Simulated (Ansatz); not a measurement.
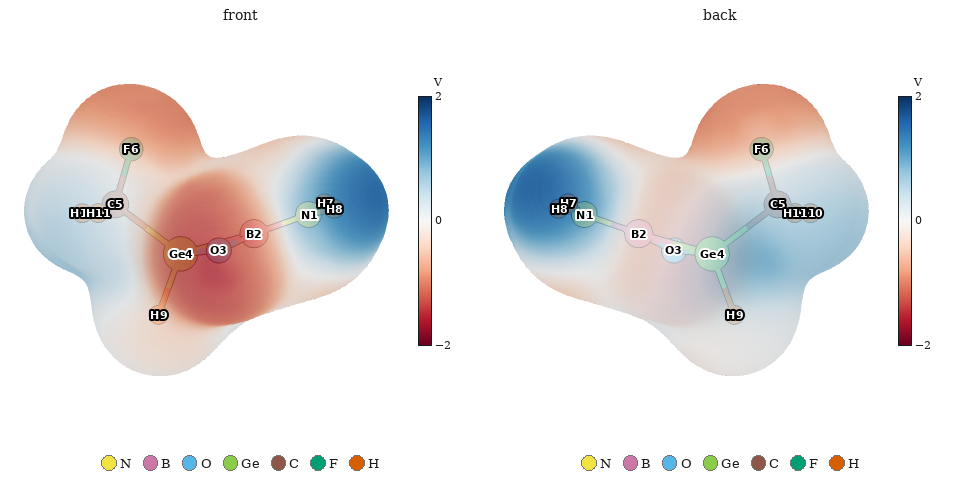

Figure 1: CH₅BFGeNO. The molecular electrostatic potential painted on the density surface at 0.001 e/bohr³, seen from the front and from behind; red is negative and blue positive.

The calculation used RKS PBE/def2-SVP in Ansatz.

```csv
atom,x (Å),y (Å),z (Å)
N,-2.5719,0.0727,0.4244
B,-1.2920,0.3579,-0.0596
O,-0.4628,1.3765,-0.2398
Ge,0.4342,-0.3236,-0.8810
C,2.0825,-0.3572,0.2416
F,1.7850,-0.8079,1.5188
H,-2.9513,-0.8706,0.4582
H,-3.1744,0.7966,0.8199
H,0.8713,0.0350,-2.3391
H,2.8540,-1.0136,-0.2220
H,2.4907,0.6772,0.2990
```

> Where is the surface potential most negative and most positive?

The most negative region (about −1.5 V) lies over O3, the most positive (about +1.6 V) over H7 and H8. O3 is the likeliest acceptor of a hydrogen bond.
